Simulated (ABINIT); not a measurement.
# GaBiSe3 (Pm-3m): zone-centre phonons, part 3 of 4

Aim: the zone-centre modes of GaBiSe3 (Pm-3m).

ABINIT 10.8.3; DFT LDA, scalar-relativistic, plane waves, HGH norm-conserving pseudopotentials.

So far. Step 6 (Self-consistent run for the response): The cell stands at -1.1 GPa: the relaxation ran with a smoothed and higher cutoff, and the difference is a stress of the finite basis. Step 7 (Linear response at Γ): The acoustic modes at Γ come out as far as 3.0 cm⁻¹ from zero, where they should vanish, a small numerical error. The lowest optical mode is imaginary, 103i cm⁻¹, an instability at this level and on this k mesh. The relaxed cell has a = 4.832 Å (conventional setting).

The structure was built from a prototype and need not be the compound's stable phase.

## (8) Zone-centre analysis

anaddb reads the merged derivatives and imposes the acoustic sum rule.

File anaddb.abi:

```
ddb_filepath "gamma_DDB"
output_file "anaddb.abo"
outdata_prefix "anaddb"
asr 1
chneut 1
enunit 2
eivec 1
nph1l 1
qph1l 0.0 0.0 0.0 1.0
```

File mrgddb.in:

```
gamma_DDB
merged
2
dfpt_gammao_DDB
gso_DDB
```

The run is started by

```console
$ mrgddb < mrgddb.in > mrgddb.log
$ OMP_NUM_THREADS=1 anaddb anaddb.abi > anaddb.log
```

anaddb.abo, the main output file:

```text
-outvars_anaddb: echo values of input variables ----------------------

 Miscellaneous information :
      enunit         2
       eivec         1
         asr         1
 First list of wavevector (reduced coord.) :
       nph1l         1
       qph1l
                     0.00000000E+00  0.00000000E+00  0.00000000E+00    1.000E+00

================================================================================

 read the DDB information and perform some checks

  ==== Info on the Cryst% object ====
 Real(R)+Recip(G) space primitive vectors, cartesian coordinates (Bohr,Bohr^-1):
 R(1)=  9.1311562  0.0000000  0.0000000  G(1)=  0.1095152  0.0000000  0.0000000
 R(2)=  0.0000000  9.1311562  0.0000000  G(2)=  0.0000000  0.1095152  0.0000000
 R(3)=  0.0000000  0.0000000  9.1311562  G(3)=  0.0000000  0.0000000  0.1095152
 Unit cell volume ucvol=  7.6133765E+02 bohr^3
 Angles (23,13,12)=  9.00000000E+01  9.00000000E+01  9.00000000E+01 degrees
 Time-reversal symmetry is present
 Reduced atomic positions [iatom, xred, symbol]:
    1)    0.0000000  0.0000000  0.0000000  Bi
    2)    0.5000000  0.5000000  0.5000000  Ga
    3)    0.5000000  0.5000000  0.0000000  Se
    4)    0.5000000  0.0000000  0.5000000  Se
    5)    0.0000000  0.5000000  0.5000000  Se

 DDB file with 3 blocks has been read.

================================================================================

 Treat the first list of vectors

  Phonon wavevector (reduced coordinates) :  0.00000  0.00000  0.00000
 Phonon energies in Hartree :
  -4.707171E-04 -4.707171E-04 -4.707171E-04 -4.285241E-04 -4.285241E-04
  -4.285241E-04 -3.759823E-05 -3.759823E-05 -3.759823E-05  1.359602E-08
   1.376312E-08  1.425265E-08  1.072765E-03  1.072765E-03  1.072765E-03
 Phonon energies in meV     :
- -1.280887E+01 -1.280887E+01 -1.280887E+01 -1.166073E+01 -1.166073E+01
- -1.166073E+01 -1.023100E+00 -1.023100E+00 -1.023100E+00  3.699666E-04
-  3.745135E-04  3.878344E-04  2.919142E+01  2.919142E+01  2.919142E+01
 Phonon frequencies in cm-1    :
- -1.033105E+02 -1.033105E+02 -1.033105E+02 -9.405016E+01 -9.405016E+01
- -9.405016E+01 -8.251858E+00 -8.251858E+00 -8.251858E+00  2.983982E-03
-  3.020655E-03  3.128095E-03  2.354447E+02  2.354447E+02  2.354447E+02
 Phonon frequencies in Thz     :
- -3.097170E+00 -3.097170E+00 -3.097170E+00 -2.819553E+00 -2.819553E+00
- -2.819553E+00 -2.473845E-01 -2.473845E-01 -2.473845E-01  8.945754E-05
-  9.055696E-05  9.377793E-05  7.058455E+00  7.058455E+00  7.058455E+00
 Phonon energies in Kelvin  :
- -1.486407E+02 -1.486407E+02 -1.486407E+02 -1.353172E+02 -1.353172E+02
- -1.353172E+02 -1.187258E+01 -1.187258E+01 -1.187258E+01  4.293285E-03
-  4.346049E-03  4.500631E-03  3.387524E+02  3.387524E+02  3.387524E+02

 Eigendisplacements
 (will be given, for each mode : in cartesian coordinates
   for each atom the real part of the displacement vector,
   then the imaginary part of the displacement vector - absolute values smaller than 1.0d-7 are set to zero)
  Mode number    1   Energy   -4.707171E-04
 Attention : low frequency mode.
   (Could be unstable or acoustic mode)
-  1  0.00000000E+00  0.00000000E+00  9.88179398E-04
-     0.00000000E+00  0.00000000E+00  0.00000000E+00
-  2  0.00000000E+00  0.00000000E+00  4.64400767E-04
-     0.00000000E+00  0.00000000E+00  0.00000000E+00
-  3  0.00000000E+00  0.00000000E+00 -1.43855096E-04
-     0.00000000E+00  0.00000000E+00  0.00000000E+00
-  4  0.00000000E+00  0.00000000E+00 -1.44082852E-03
-     0.00000000E+00  0.00000000E+00  0.00000000E+00
-  5  0.00000000E+00  0.00000000E+00 -1.44082852E-03
-     0.00000000E+00  0.00000000E+00  0.00000000E+00
  Mode number    2   Energy   -4.707171E-04
 Attention : low frequency mode.
   (Could be unstable or acoustic mode)
-  1  0.00000000E+00  9.88179398E-04  0.00000000E+00
-     0.00000000E+00  0.00000000E+00  0.00000000E+00
-  2  0.00000000E+00  4.64400767E-04  0.00000000E+00
-     0.00000000E+00  0.00000000E+00  0.00000000E+00
-  3  0.00000000E+00 -1.44082852E-03  0.00000000E+00
-     0.00000000E+00  0.00000000E+00  0.00000000E+00
-  4  0.00000000E+00 -1.43855096E-04  0.00000000E+00
-     0.00000000E+00  0.00000000E+00  0.00000000E+00
-  5  0.00000000E+00 -1.44082852E-03  0.00000000E+00
-     0.00000000E+00  0.00000000E+00  0.00000000E+00
  Mode number    3   Energy   -4.707171E-04
 Attention : low frequency mode.
   (Could be unstable or acoustic mode)
-  1  9.88179398E-04  0.00000000E+00  0.00000000E+00
-     0.00000000E+00  0.00000000E+00  0.00000000E+00
-  2  4.64400767E-04  0.00000000E+00  0.00000000E+00
-     0.00000000E+00  0.00000000E+00  0.00000000E+00
-  3 -1.44082852E-03  0.00000000E+00  0.00000000E+00
-     0.00000000E+00  0.00000000E+00  0.00000000E+00
-  4 -1.44082852E-03  0.00000000E+00  0.00000000E+00
-     0.00000000E+00  0.00000000E+00  0.00000000E+00
-  5 -1.43855096E-04  0.00000000E+00  0.00000000E+00
-     0.00000000E+00  0.00000000E+00  0.00000000E+00
  Mode number    4   Energy   -4.285241E-04
 Attention : low frequency mode.
   (Could be unstable or acoustic mode)
-  1  0.00000000E+00  0.00000000E+00  0.00000000E+00
-     0.00000000E+00  0.00000000E+00  0.00000000E+00
-  2  0.00000000E+00  0.00000000E+00  0.00000000E+00
-     0.00000000E+00  0.00000000E+00  0.00000000E+00
-  3  0.00000000E+00  0.00000000E+00  0.00000000E+00
-     0.00000000E+00  0.00000000E+00  0.00000000E+00
-  4  0.00000000E+00  0.00000000E+00  1.86380890E-03
-     0.00000000E+00  0.00000000E+00  0.00000000E+00
-  5  0.00000000E+00  0.00000000E+00 -1.86380890E-03
-     0.00000000E+00  0.00000000E+00  0.00000000E+00
  Mode number    5   Energy   -4.285241E-04
 Attention : low frequency mode.
   (Could be unstable or acoustic mode)
-  1  0.00000000E+00  0.00000000E+00  0.00000000E+00
-     0.00000000E+00  0.00000000E+00  0.00000000E+00
-  2  0.00000000E+00  0.00000000E+00  0.00000000E+00
-     0.00000000E+00  0.00000000E+00  0.00000000E+00
-  3  0.00000000E+00 -1.86380890E-03  0.00000000E+00
-     0.00000000E+00  0.00000000E+00  0.00000000E+00
-  4  0.00000000E+00  0.00000000E+00  0.00000000E+00
-     0.00000000E+00  0.00000000E+00  0.00000000E+00
-  5  0.00000000E+00  1.86380890E-03  0.00000000E+00
-     0.00000000E+00  0.00000000E+00  0.00000000E+00
  Mode number    6   Energy   -4.285241E-04
 Attention : low frequency mode.
   (Could be unstable or acoustic mode)
-  1  0.00000000E+00  0.00000000E+00  0.00000000E+00
-     0.00000000E+00  0.00000000E+00  0.00000000E+00
-  2  0.00000000E+00  0.00000000E+00  0.00000000E+00
-     0.00000000E+00  0.00000000E+00  0.00000000E+00
-  3  1.86380890E-03  0.00000000E+00  0.00000000E+00
-     0.00000000E+00  0.00000000E+00  0.00000000E+00
-  4 -1.86380890E-03  0.00000000E+00  0.00000000E+00
-     0.00000000E+00  0.00000000E+00  0.00000000E+00
-  5  0.00000000E+00  0.00000000E+00  0.00000000E+00
-     0.00000000E+00  0.00000000E+00  0.00000000E+00
  Mode number    7   Energy   -3.759823E-05
 Attention : low frequency mode.
   (Could be unstable or acoustic mode)
-  1  0.00000000E+00  0.00000000E+00 -7.63593813E-04
-     0.00000000E+00  0.00000000E+00  0.00000000E+00
-  2  0.00000000E+00  0.00000000E+00  2.05436601E-03
-     0.00000000E+00  0.00000000E+00  0.00000000E+00
-  3  0.00000000E+00  0.00000000E+00  1.12269837E-03
-     0.00000000E+00  0.00000000E+00  0.00000000E+00
-  4  0.00000000E+00  0.00000000E+00 -4.56733579E-04
-     0.00000000E+00  0.00000000E+00  0.00000000E+00
-  5  0.00000000E+00  0.00000000E+00 -4.56733579E-04
-     0.00000000E+00  0.00000000E+00  0.00000000E+00
  Mode number    8   Energy   -3.759823E-05
 Attention : low frequency mode.
   (Could be unstable or acoustic mode)
-  1  0.00000000E+00  7.63593813E-04  0.00000000E+00
-     0.00000000E+00  0.00000000E+00  0.00000000E+00
-  2  0.00000000E+00 -2.05436601E-03  0.00000000E+00
-     0.00000000E+00  0.00000000E+00  0.00000000E+00
-  3  0.00000000E+00  4.56733579E-04  0.00000000E+00
-     0.00000000E+00  0.00000000E+00  0.00000000E+00
-  4  0.00000000E+00 -1.12269837E-03  0.00000000E+00
-     0.00000000E+00  0.00000000E+00  0.00000000E+00
-  5  0.00000000E+00  4.56733579E-04  0.00000000E+00
-     0.00000000E+00  0.00000000E+00  0.00000000E+00
  Mode number    9   Energy   -3.759823E-05
 Attention : low frequency mode.
   (Could be unstable or acoustic mode)
-  1  7.63593813E-04  0.00000000E+00  0.00000000E+00
-     0.00000000E+00  0.00000000E+00  0.00000000E+00
-  2 -2.05436601E-03  0.00000000E+00  0.00000000E+00
-     0.00000000E+00  0.00000000E+00  0.00000000E+00
-  3  4.56733579E-04  0.00000000E+00  0.00000000E+00
-     0.00000000E+00  0.00000000E+00  0.00000000E+00
-  4  4.56733579E-04  0.00000000E+00  0.00000000E+00
-     0.00000000E+00  0.00000000E+00  0.00000000E+00
-  5 -1.12269837E-03  0.00000000E+00  0.00000000E+00
-     0.00000000E+00  0.00000000E+00  0.00000000E+00
  Mode number   10   Energy    1.359602E-08
 Attention : low frequency mode.
   (Could be unstable or acoustic mode)
-  1  0.00000000E+00  0.00000000E+00 -1.03177267E-03
-     0.00000000E+00  0.00000000E+00  0.00000000E+00
-  2  0.00000000E+00  0.00000000E+00 -1.03081085E-03
-     0.00000000E+00  0.00000000E+00  0.00000000E+00
-  3  0.00000000E+00  0.00000000E+00 -1.03111338E-03
-     0.00000000E+00  0.00000000E+00  0.00000000E+00
-  4  0.00000000E+00  0.00000000E+00 -1.03164637E-03
-     0.00000000E+00  0.00000000E+00  0.00000000E+00
-  5  0.00000000E+00  0.00000000E+00 -1.03164637E-03
-     0.00000000E+00  0.00000000E+00  0.00000000E+00
  Mode number   11   Energy    1.376312E-08
 Attention : low frequency mode.
   (Could be unstable or acoustic mode)
-  1  0.00000000E+00 -1.03177267E-03  0.00000000E+00
-     0.00000000E+00  0.00000000E+00  0.00000000E+00
-  2  0.00000000E+00 -1.03081085E-03  0.00000000E+00
-     0.00000000E+00  0.00000000E+00  0.00000000E+00
-  3  0.00000000E+00 -1.03164637E-03  0.00000000E+00
-     0.00000000E+00  0.00000000E+00  0.00000000E+00
-  4  0.00000000E+00 -1.03111338E-03  0.00000000E+00
-     0.00000000E+00  0.00000000E+00  0.00000000E+00
-  5  0.00000000E+00 -1.03164637E-03  0.00000000E+00
-     0.00000000E+00  0.00000000E+00  0.00000000E+00
  Mode number   12   Energy    1.425265E-08
 Attention : low frequency mode.
   (Could be unstable or acoustic mode)
-  1  1.03177267E-03  0.00000000E+00  0.00000000E+00
-     0.00000000E+00  0.00000000E+00  0.00000000E+00
-  2  1.03081085E-03  0.00000000E+00  0.00000000E+00
-     0.00000000E+00  0.00000000E+00  0.00000000E+00
-  3  1.03164637E-03  0.00000000E+00  0.00000000E+00
-     0.00000000E+00  0.00000000E+00  0.00000000E+00
-  4  1.03164637E-03  0.00000000E+00  0.00000000E+00
-     0.00000000E+00  0.00000000E+00  0.00000000E+00
-  5  1.03111338E-03  0.00000000E+00  0.00000000E+00
-     0.00000000E+00  0.00000000E+00  0.00000000E+00
  Mode number   13   Energy    1.072765E-03
-  1  0.00000000E+00  0.00000000E+00  3.00321805E-05
-     0.00000000E+00  0.00000000E+00  0.00000000E+00
-  2  0.00000000E+00  0.00000000E+00  1.53926340E-03
-     0.00000000E+00  0.00000000E+00  0.00000000E+00
-  3  0.00000000E+00  0.00000000E+00 -2.14551311E-03
-     0.00000000E+00  0.00000000E+00  0.00000000E+00
-  4  0.00000000E+00  0.00000000E+00  3.53407700E-04
-     0.00000000E+00  0.00000000E+00  0.00000000E+00
-  5  0.00000000E+00  0.00000000E+00  3.53407700E-04
-     0.00000000E+00  0.00000000E+00  0.00000000E+00
  Mode number   14   Energy    1.072765E-03
-  1  0.00000000E+00 -3.00321805E-05  0.00000000E+00
-     0.00000000E+00  0.00000000E+00  0.00000000E+00
-  2  0.00000000E+00 -1.53926340E-03  0.00000000E+00
-     0.00000000E+00  0.00000000E+00  0.00000000E+00
-  3  0.00000000E+00 -3.53407700E-04  0.00000000E+00
-     0.00000000E+00  0.00000000E+00  0.00000000E+00
-  4  0.00000000E+00  2.14551311E-03  0.00000000E+00
-     0.00000000E+00  0.00000000E+00  0.00000000E+00
-  5  0.00000000E+00 -3.53407700E-04  0.00000000E+00
-     0.00000000E+00  0.00000000E+00  0.00000000E+00
  Mode number   15   Energy    1.072765E-03
-  1  3.00321805E-05  0.00000000E+00  0.00000000E+00
-     0.00000000E+00  0.00000000E+00  0.00000000E+00
-  2  1.53926340E-03  0.00000000E+00  0.00000000E+00
-     0.00000000E+00  0.00000000E+00  0.00000000E+00
-  3  3.53407700E-04  0.00000000E+00  0.00000000E+00
-     0.00000000E+00  0.00000000E+00  0.00000000E+00
-  4  3.53407700E-04  0.00000000E+00  0.00000000E+00
-     0.00000000E+00  0.00000000E+00  0.00000000E+00
-  5 -2.14551311E-03  0.00000000E+00  0.00000000E+00
-     0.00000000E+00  0.00000000E+00  0.00000000E+00

 Analysis of degeneracies and characters (maximum tolerance=1.00E-06 a.u.)
 For each vibration mode, or group of modes if degenerate,
 the characters are given for each symmetry operation (see the list in the log file).
 Symmetry characters of vibration mode #   1
       degenerate with vibration modes #   2 to    3
  3.0 -3.0 -1.0  1.0 -1.0  1.0 -1.0  1.0  1.0 -1.0 -1.0  1.0  1.0 -1.0 -1.0  1.0
 -0.0  0.0 -0.0  0.0  0.0 -0.0  0.0 -0.0  1.0 -1.0 -1.0  1.0 -1.0  1.0  1.0 -1.0
 -0.0  0.0  0.0 -0.0  0.0 -0.0 -0.0  0.0  1.0 -1.0  1.0 -1.0 -1.0  1.0 -1.0  1.0
 Symmetry characters of vibration mode #   4
       degenerate with vibration modes #   5 to    6
  3.0 -3.0 -1.0  1.0 -1.0  1.0 -1.0  1.0 -1.0  1.0  1.0 -1.0 -1.0  1.0  1.0 -1.0
 -0.0  0.0 -0.0  0.0  0.0 -0.0  0.0 -0.0 -1.0  1.0  1.0 -1.0  1.0 -1.0 -1.0  1.0
 -0.0  0.0  0.0 -0.0  0.0 -0.0 -0.0  0.0 -1.0  1.0 -1.0  1.0  1.0 -1.0  1.0 -1.0
 Symmetry characters of vibration mode #   7
       degenerate with vibration modes #   8 to    9
  3.0 -3.0 -1.0  1.0 -1.0  1.0 -1.0  1.0  1.0 -1.0 -1.0  1.0  1.0 -1.0 -1.0  1.0
  0.0 -0.0 -0.0  0.0  0.0 -0.0 -0.0  0.0  1.0 -1.0 -1.0  1.0 -1.0  1.0  1.0 -1.0
  0.0 -0.0  0.0 -0.0 -0.0  0.0 -0.0  0.0  1.0 -1.0  1.0 -1.0 -1.0  1.0 -1.0  1.0
 Symmetry characters of vibration mode #  10
       degenerate with vibration modes #  11 to   12
  3.0 -3.0 -1.0  1.0 -1.0  1.0 -1.0  1.0  1.0 -1.0 -1.0  1.0  1.0 -1.0 -1.0  1.0
  0.0 -0.0 -0.0  0.0 -0.0  0.0  0.0 -0.0  1.0 -1.0 -1.0  1.0 -1.0  1.0  1.0 -1.0
  0.0 -0.0 -0.0  0.0  0.0 -0.0 -0.0  0.0  1.0 -1.0  1.0 -1.0 -1.0  1.0 -1.0  1.0
 Symmetry characters of vibration mode #  13
       degenerate with vibration modes #  14 to   15
  3.0 -3.0 -1.0  1.0 -1.0  1.0 -1.0  1.0  1.0 -1.0 -1.0  1.0  1.0 -1.0 -1.0  1.0
  0.0 -0.0  0.0 -0.0 -0.0  0.0 -0.0  0.0  1.0 -1.0 -1.0  1.0 -1.0  1.0  1.0 -1.0
  0.0 -0.0 -0.0  0.0 -0.0  0.0  0.0 -0.0  1.0 -1.0  1.0 -1.0 -1.0  1.0 -1.0  1.0
-
```

The job ended after 0.51 s (1 thread of Arm Neoverse V2, shared host).

This step gave:

```yaml
highest_optical_zone_centre_mode_no_lo_to_term: 235.4 cm⁻¹
```

No LO-TO term; unit eigenvectors of the mass-weighted matrix, from anaddb's displacements. Modes at Γ, with each element's share of the kinetic energy (negative means imaginary):

| mode | frequency (cm⁻¹) | symmetry | Bi % | Ga % | Se % |
| --- | --- | --- | --- | --- | --- |
| 1 | -103.3 | T1u | 37 | 3 | 60 |
| 2 | -103.3 | T1u | 37 | 3 | 60 |
| 3 | -103.3 | T1u | 37 | 3 | 60 |
| 4 | -94.1 | T2u | 0 | 0 | 100 |
| 5 | -94.1 | T2u | 0 | 0 | 100 |
| 6 | -94.1 | T2u | 0 | 0 | 100 |
| 7 | -8.3 | T1u | 22 | 54 | 24 |
| 8 | -8.3 | T1u | 22 | 54 | 24 |
| 9 | -8.3 | T1u | 22 | 54 | 24 |
| 10 | 0.0 | acoustic | 41 | 14 | 46 |
| 11 | 0.0 | acoustic | 41 | 14 | 46 |
| 12 | 0.0 | acoustic | 41 | 14 | 46 |
| 13 | 235.4 | T1u | 0 | 30 | 70 |
| 14 | 235.4 | T1u | 0 | 30 | 70 |
| 15 | 235.4 | T1u | 0 | 30 | 70 |

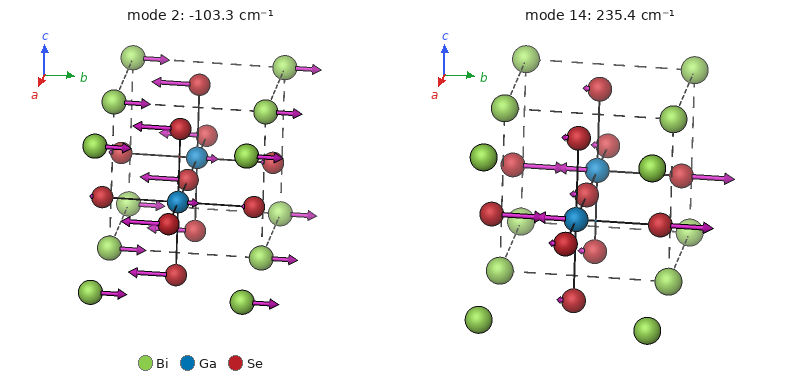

Displacement patterns of modes 2 and 14 at Γ; arrows are exaggerated. 2×1×1 cells are drawn. Some periodic images of atoms are drawn too.

The rule also moves an optical mode by 0.3 cm⁻¹.

(Continued in part 4 of 4.)

[Host names and launcher messages were left out of these logs when they were recorded.]

[Logs are printed without paths, hosts, clocks, repeated set-up lines and the standing remarks that a program may print on its own settings, such as how far it seeks lower states.]

[Hosts, paths, dates, database ids (printed as entryN), source tags and the programs' standing remarks are cut or masked in the printed files.]
